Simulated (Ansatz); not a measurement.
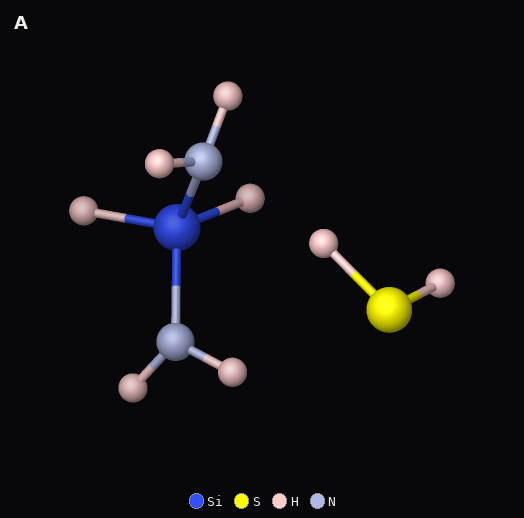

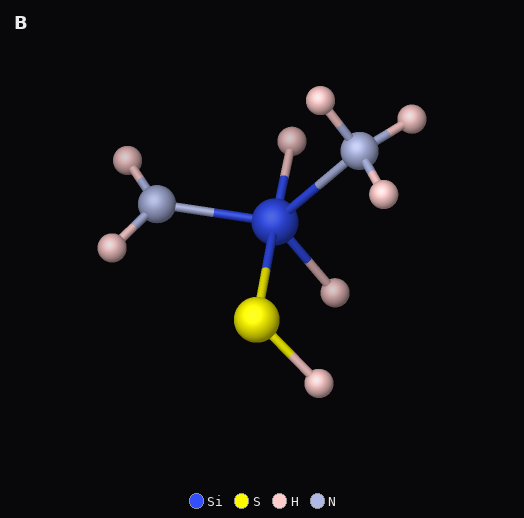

2 stationary structures of one formula. Geometries: PBE0-D4/def2-TZVP. Electronic energies: RHF-MP2 (frozen core)/def2-QZVPP (Ansatz 0.2.0), without zero-point energy. Each is one conformer, not always the lowest.

### Rank them by energy, lowest first.

A is lowest (a minimum); B lies 48.7 kJ/mol above it (a minimum).

Give E(B) − E(A) in kJ/mol at these levels too: B3LYP-D4/6-31G; B97M-V/def2-TZVPP; ωB97M-V/def2-TZVPP; B3LYP-D4/def2-TZVPP; r2SCAN0-D4/def2-TZVPP; RHF/STO-3G; SPW92 (LDA)/def2-SVP; ωB97X-V/def2-TZVPP.

| level | E(B) − E(A) (kJ/mol) |
| --- | --- |
| B3LYP-D4/6-31G | +20.9 |
| B97M-V/def2-TZVPP | +48.8 |
| ωB97M-V/def2-TZVPP | +50.9 |
| B3LYP-D4/def2-TZVPP | +60.3 |
| r2SCAN0-D4/def2-TZVPP | +47.0 |
| RHF/STO-3G | +177.9 |
| SPW92 (LDA)/def2-SVP | +24.0 |
| ωB97X-V/def2-TZVPP | +54.4 |
